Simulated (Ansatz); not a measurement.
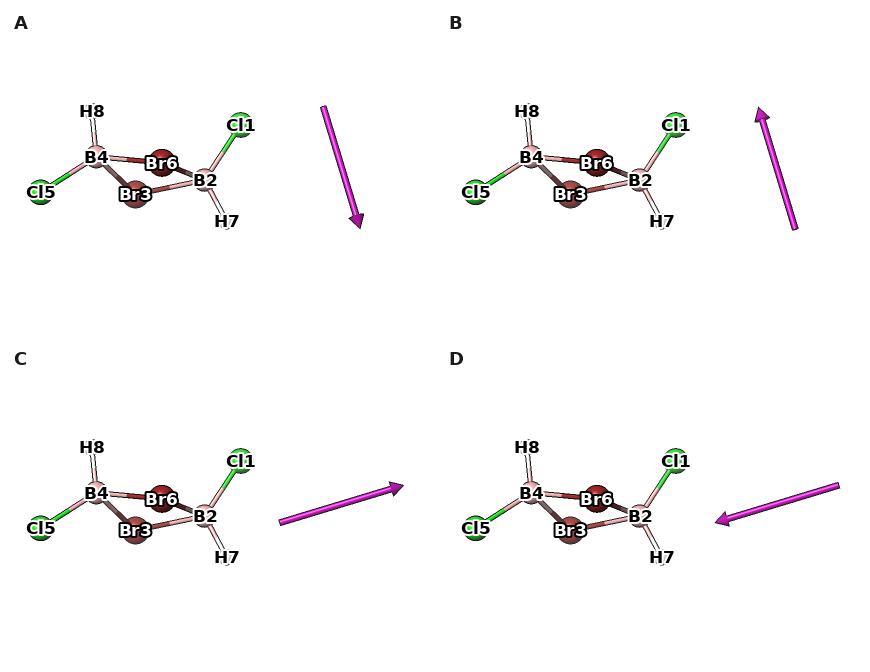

The same molecule four times, each with an arrow. The computed structure is the end point of a PBE0-D4/def2-TZVP optimisation. Properties computed with RKS PBE0-D4/def2-TZVP (Ansatz 0.2.0).

Which arrow points along the dipole moment, from the negative to the positive end?

Answer. A. The dipole moment is 0.43 D; it points from the side of H8 to the side of H7 (the outermost atoms at the two ends).
